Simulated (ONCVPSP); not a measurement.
Promethium (Pm), optimised norm-conserving Vanderbilt (ONCV), made with ONCVPSP 4.0.1 (PBEsol, scalar-relativistic). Core [Kr] 4d10, reference 4f5 5s2 5p6 6s2. Waves: 5s+6s: rc 2.55 bohr, ncon 5, nbas 9, qcut 6.2 1/bohr, 2 projectors; 5p: rc 2.45 bohr, ncon 4, nbas 8, qcut 4.6 1/bohr, 2 projectors, debl 0.8 Ha; d scattering state at 0.11 Ha: rc 2.50 bohr, ncon 3, nbas 7, qcut 4.1 1/bohr, 2 projectors, debl 2.9 Ha; 4f: rc 1.40 bohr, ncon 4, nbas 8, qcut 10.3 1/bohr, 2 projectors, debl 0.6 Ha. Local part: polynomial inside 1.00 bohr (lpopt 5, dvloc0 2 Ha). Core correction: Teter function, fcfact 6, rcfact 1.45.

In the p channel the program set the typed energies aside and used -0.834, 0.250 Ha. In the d channel the program set the typed energies aside and used 0.050, 2.950 Ha.

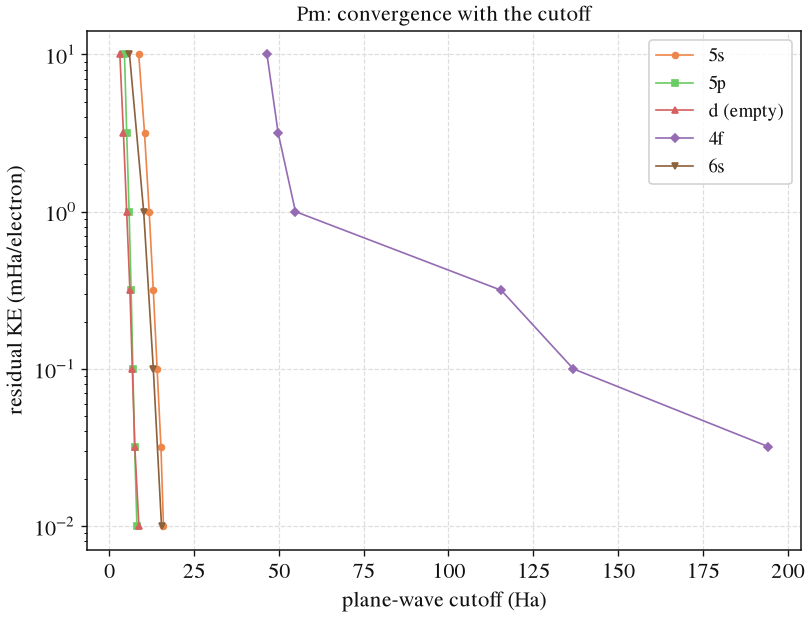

Residual kinetic energy of the pseudo-waves (the first of each channel, and further valence shells) beyond the plane-wave cutoff, as the generator prints it.

### Which cutoffs does the potential need for its occupied states?

55 Ha for 1 mHa and 137 Ha for 0.1 mHa per electron. The first is set by 4f.

### Which wave is the hardest at 1 mHa per electron, and which settings govern it?

4f, with rc = 1.40 bohr and qcut = 10.3 1/bohr. The optimisation minimises, but can't always remove, the kinetic energy above qcut²/2 = 53.0 Ha, and a larger rc would as a rule soften the wave at some cost in transferability.

### At which cutoff does each wave reach 1 mHa per electron?

4f: 55 Ha; 5s: 12 Ha; 6s: 10 Ha; 5p: 5.9 Ha; d (empty): 5.2 Ha.

The potential isn't sound: its ghost test gives GHOST(-) flagged for s at -172.5 eV; GHOST(+) flagged for p at 28.7 eV, d at 212.7 eV.
